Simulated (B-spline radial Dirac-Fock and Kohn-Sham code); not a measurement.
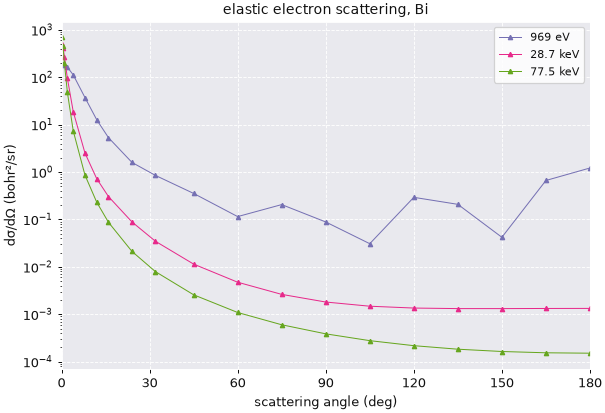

Differential cross section for elastic electron scattering against angle at 969 eV, 28.7 keV and 77.5 keV, computed at the marked angles. System: neutral Bi. Method: Dirac partial waves in the static Dirac–Fock field with Furness–McCarthy exchange, no polarisation or absorption (computed with a radial B-spline solver).

What does this calculation give for the integrated and first transport cross sections at 969 eV, and for the share scattered backwards?

11.4 and 2.62 bohr²; 9.8 % goes into the backward hemisphere.

Where are the minima at 969 eV?

Near 60° (0.11 bohr²/sr), 105° (0.031 bohr²/sr) and 150° (0.042 bohr²/sr), to the spacing of the grid.

By what factor does the cross section at 969 eV drop from 0° to 180°?

From 187 to 1.2 bohr²/sr, a factor of 150.
